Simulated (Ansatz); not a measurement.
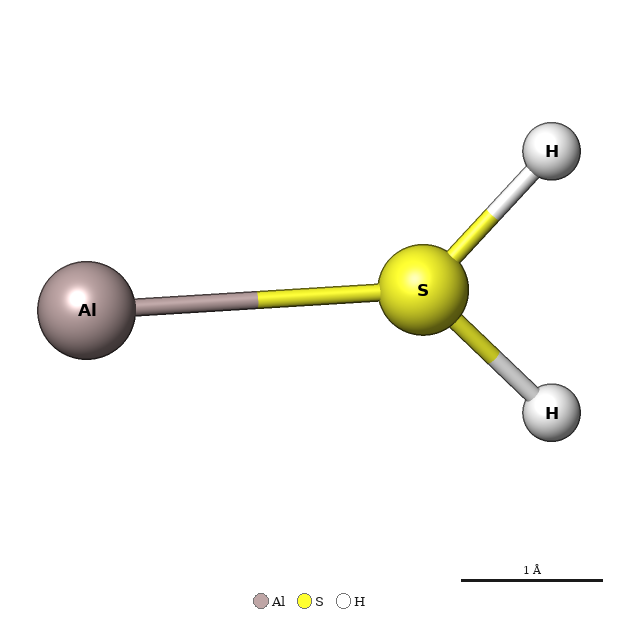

A ball-and-stick model of a molecule.

State: neutral, doublet.

Identify the structure.

It has 4 atoms: 1 aluminium, 2 hydrogen and 1 sulfur (AlH2S). It is an open-shell species. All atoms lie on one plane.

More results for the same structure follow; atom numbers are the same in all pictures, views and colours differ. The geometry was computed by an optimisation with PBE0-D4/def2-TZVP. No frequency run is at hand to confirm it as a minimum.

Shape

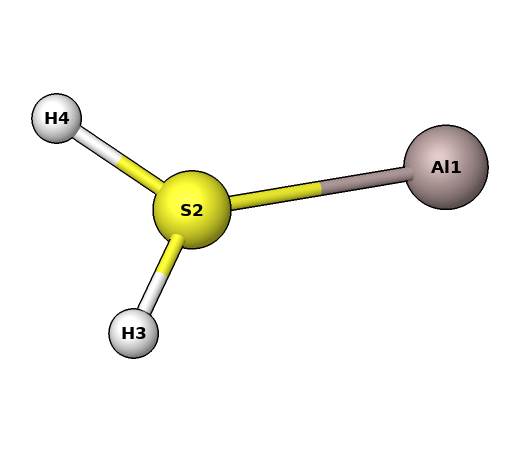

No frequency run is at hand to confirm it as a minimum.

Estimate the angles Al1–S2–H3, H3–S2–H4.

```tsv
angle	degrees
Al1–S2–H3	133.3
H3–S2–H4	93.3
```

Dipole moment

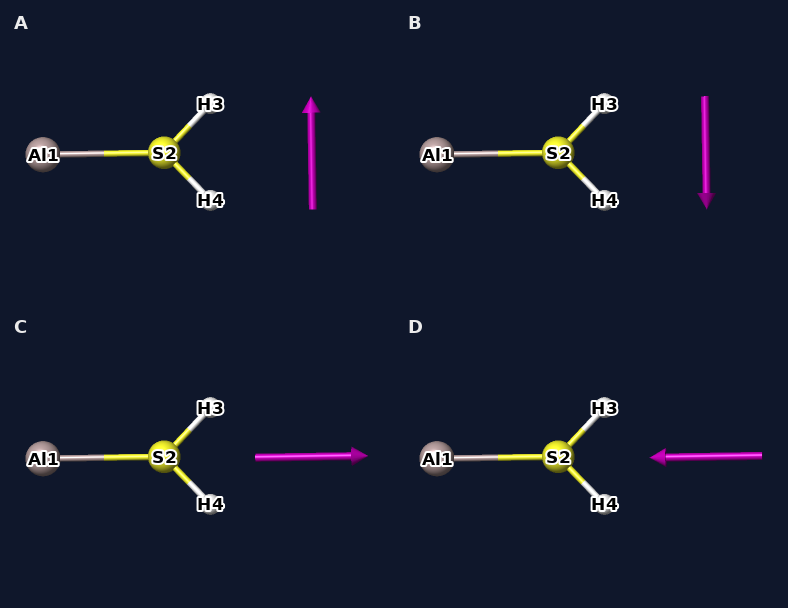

The same molecule four times, each with an arrow. No frequency run is at hand to confirm it as a minimum. Properties computed with UKS PBE0-D4/def2-TZVP (Ansatz 0.2.0).

**Which arrow points along the dipole moment, from the negative to the positive end?**

C. The dipole moment is 2.17 D; it points from the side of Al1 to the side of H3, H4 (the outermost atoms at the two ends).

Electronic properties

No frequency run is at hand to confirm it as a minimum. Level of theory: UKS PBE-D4/def2-TZVPP (Ansatz 0.2.0).

**What is the ⟨S²⟩ of the determinant?**

0.757.

Charges

The questions are on Mulliken charges. No frequency run is at hand to confirm it as a minimum. Level of theory: UKS PBE0-D4/def2-TZVP (Ansatz 0.2.0).

List the Mulliken charges.

```csv
atom,value (e)
Al1,−0.04
S2,−0.29
H3,0.17
H4,0.17
```

Mulliken values depend strongly on the basis set and can even reverse the polarity of a bond.
